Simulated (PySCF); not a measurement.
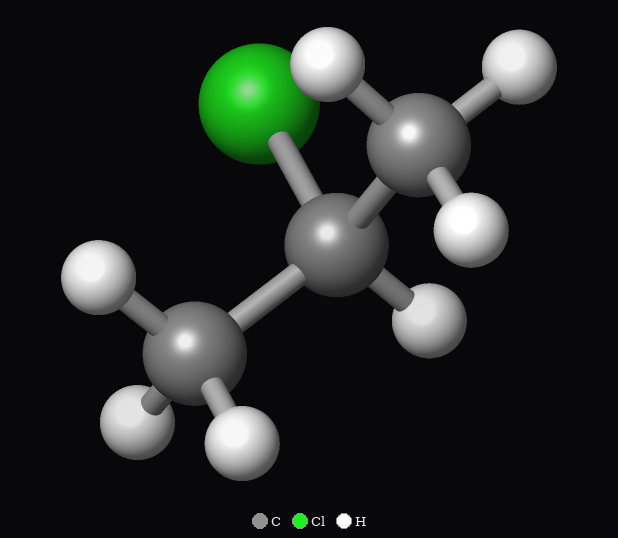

Rendered structure (ball-and-stick style). Every bond is drawn as one stick, whatever its order.

Description:

Formula C3H7Cl. SMILES: `CC(C)Cl`. It has no ring. Among its groups: C–Cl bond. The point group is Cs. Coordination: 3 C tetrahedral.

More results for the same structure follow; atom numbers are the same in all pictures, views and colours differ. The geometry was computed by an optimisation with PBE0-D3(BJ)/def2-TZVP. No frequency run is at hand to confirm it as a minimum.

Geometry

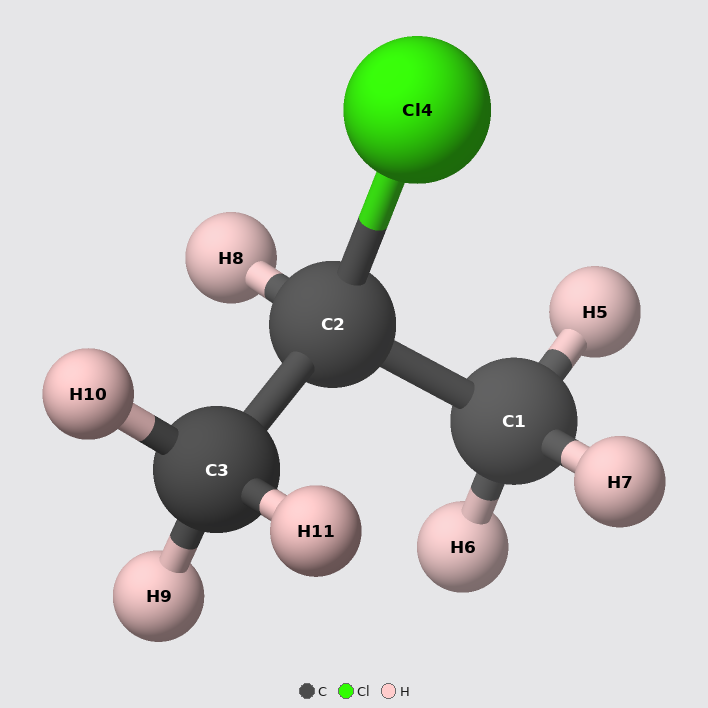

Atoms carry their numbers in the input. No frequency run is at hand to confirm it as a minimum.

What are the angles C1–C2–C3, C1–C2–Cl4, C1–C2–H8, Cl4–C2–H8, C2–C1–H6, C2–C1–H5, C2–C1–H7?

```tsv
angle	degrees
C1–C2–C3	113.3
C1–C2–Cl4	109.2
C1–C2–H8	110.3
Cl4–C2–H8	104.2
C2–C1–H6	109.5
C2–C1–H5	111.3
C2–C1–H7	110.6
```

NMR shielding

The questions are on isotropic NMR shieldings of the C atoms. No frequency run is at hand to confirm it as a minimum. Method: GIAO ωB97X-D/pcSseg-2 NMR shielding, non-relativistic, IEF-PCM chloroform (PySCF 2.14.0).

List the isotropic NMR shieldings of the C atoms.

```tsv
atom	σ (ppm)
C1	156.9
C2	124.5
C3	156.9
```

Bond orders

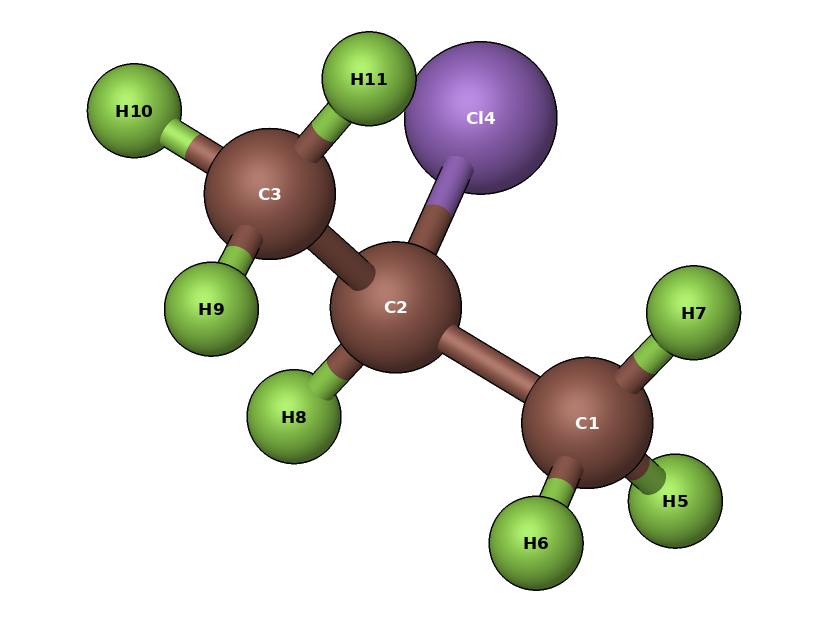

Every bond is drawn as one stick. No frequency run is at hand to confirm it as a minimum. Method: PBE0/pcSseg-2 (PySCF 2.14.0).

List the Mayer bond orders of C1–C2, C2–Cl4, C2–H8, C1–H6, C1–H5, C1–H7 (one bond of each equivalent set).

```tsv
bond	Mayer order	length (Å)
C1–C2	0.97	1.510
C2–Cl4	0.96	1.804
C2–H8	1.00	1.091
C1–H6	0.99	1.094
C1–H5	1.00	1.090
C1–H7	1.00	1.092
```

Electronic properties

No frequency run is at hand to confirm it as a minimum. Method: PBE0/aug-cc-pVTZ, gas phase (PySCF 2.14.0). Excitations: vertical, linear response.

What does the calculation give?

- dipole moment: 2.23 D
- HOMO energy (Kohn–Sham orbital): −8.31 eV
- LUMO energy (Kohn–Sham orbital): −0.14 eV
- HOMO–LUMO gap: 8.17 eV
- mean static polarisability: 54.3 bohr³
- lowest vertical singlet excitation: 7.17 eV
- its oscillator strength: 0.008
- brightest of the 10 lowest singlets: 8.07 eV
- its oscillator strength: 0.03

Quadrupole coupling

No frequency run is at hand to confirm it as a minimum. Electric field gradients from the ground-state density, PBE0/pcSseg-2 (PySCF 2.14.0), non-relativistic apart from any core potentials.

Give the largest field-gradient component, the quadrupole coupling constant and the asymmetry for 35Cl at Cl4 (Q = −81.7 mb), 2H at H5 (Q = 2.86 mb), 2H at H6 (Q = 2.86 mb).

```json
{"atom": "Cl4", "V_zz (a.u.)": "3.625", "e²qQ/h (MHz)": "−69.6", "η": "0.01"}
{"atom": "H5", "V_zz (a.u.)": "0.286", "e²qQ/h (MHz)": "0.192", "η": "0.03"}
{"atom": "H6", "V_zz (a.u.)": "0.283", "e²qQ/h (MHz)": "0.190", "η": "0.03"}
```
